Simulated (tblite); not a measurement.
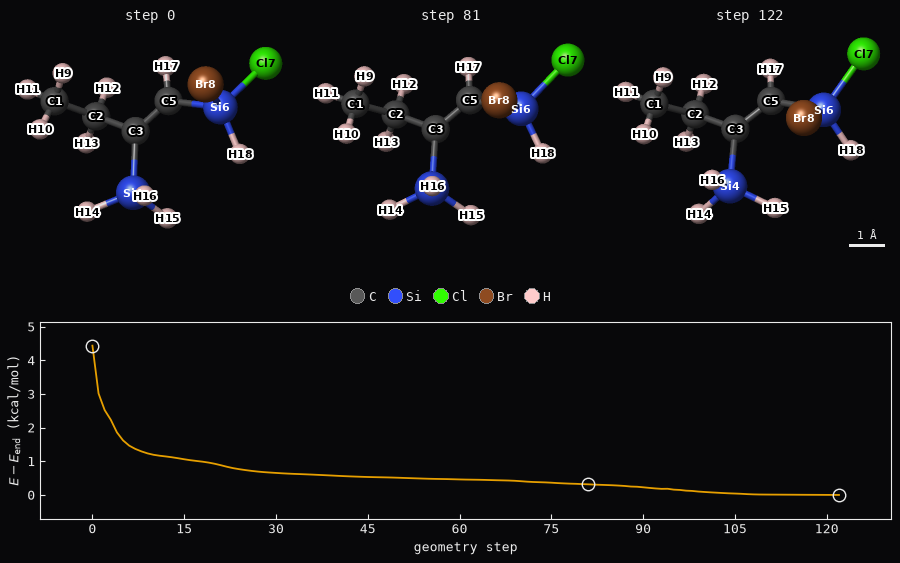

Frames of a relaxation of C₄H₁₀BrClSi₂, marked on the history of the run. The picture is a ball-and-stick view, seen at a tilt.

All numbers below come from GFN2-xTB geometry optimisation, gas phase (tblite 0.8.0). 

> What happens along the run?

The energy falls by 4.44 kcal/mol in 122 geometry steps. The largest move after the best rigid fit is that of H15, 1.12 Å. Largest moves by element: H 1.12 Å, Br 1.01 Å, Cl 0.52 Å, Si 0.33 Å, C 0.31 Å. Among the contacts that change: Si4–H16 1.499 → 1.461 Å, C2–C3 1.536 → 1.502 Å, C5–Si6 1.835 → 1.869 Å, Si6–H18 1.486 → 1.453 Å. Bond angles that change, for instance: Br8–Si6–H18 111.7° → 103.7°, C5–Si6–Cl7 103.9° → 108.7°, Si6–C5–H17 110.2° → 114.4°. Groups turn about C3–Si4 by about 40°, C5–Si6 by about 35°. The run took 1.2 s on 1 thread of Arm Neoverse V2, on a shared host. From step 0 to 81: Br8 moves most (0.51 Å), energy −4.12 kcal/mol. From step 81 to 122: H15 moves most (0.69 Å), energy −0.32 kcal/mol.

| step | E − E(0), kcal/mol |
| --- | --- |
| 0 | 0.00 |
| 1 | -1.42 |
| 2 | -1.92 |
| 3 | -2.20 |
| 4 | -2.58 |
| 5 | -2.82 |
| 6 | -2.97 |
| 7 | -3.07 |
| 8 | -3.14 |
| 9 | -3.20 |
| 10 | -3.24 |
| 16 | -3.40 |
| 22 | -3.60 |
| 28 | -3.76 |
| 34 | -3.82 |
| 39 | -3.86 |
| 45 | -3.90 |
| 51 | -3.93 |
| 57 | -3.96 |
| 63 | -3.99 |
| 69 | -4.02 |
| 75 | -4.07 |
| 81 | -4.12 |
| 87 | -4.17 |
| 93 | -4.26 |
| 98 | -4.32 |
| 104 | -4.39 |
| 110 | -4.43 |
| 116 | -4.43 |
| 122 | -4.44 |
